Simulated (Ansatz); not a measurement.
```xyz
13

C     0.0319   -2.8337   -2.3105
B    -1.4466    0.5804    1.4535
Ge   -1.5066   -1.2351    0.4947
Si    0.0501   -1.1976   -1.3584
H    -2.1545    1.4882    1.0953
H    -0.6543    0.7831    2.3392
H    -2.8999   -1.5682   -0.0949
H    -1.0964   -2.4207    1.4034
H     1.4214   -0.9251   -0.8277
H    -0.3126   -0.0683   -2.2689
H     0.7479   -2.7980   -3.1479
H    -0.9690   -3.0374   -2.7222
H     0.3108   -3.6735   -1.6549
```

Geometry: B3LYP/def2-SVP.

Level of theory: isolated molecule in a Gaussian basis; Kohn-Sham density functional theory, functional PBE0 in Ansatz 0.2.0.

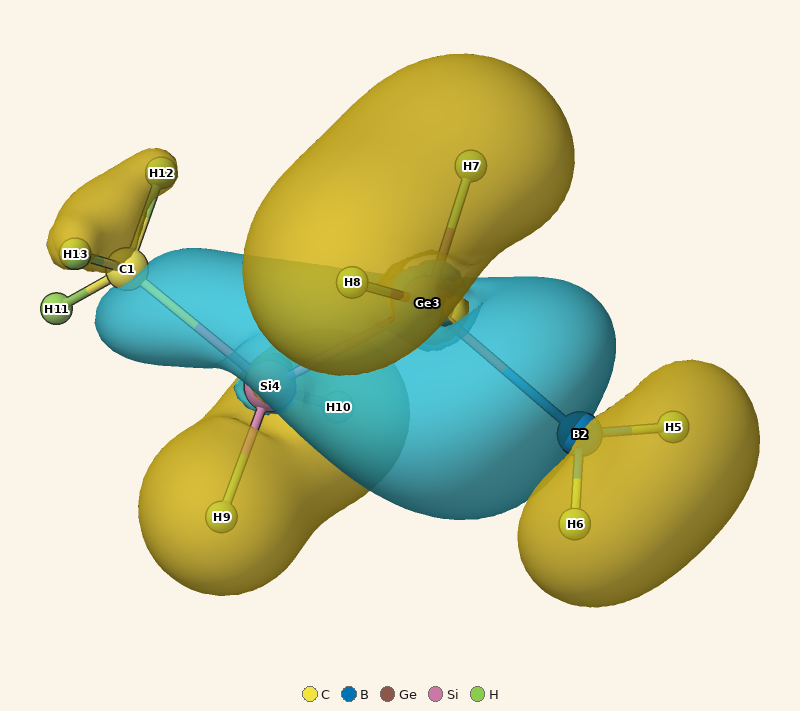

CH9BGeSi (SMILES [BH2][GeH2][SiH2]C). The HOMO−1 at ±0.06 Å⁻³ᐟ² (yellow and cyan are the two phases), seen at a tilt.

Where does this orbital lie, and at what energy?

Answer. It lies mainly on Ge3 (about 35 %), B2 (about 20 %), Si4 (about 10 %), H8 (about 10 %) and H7 (about 10 %). Its energy is −8.48 eV.
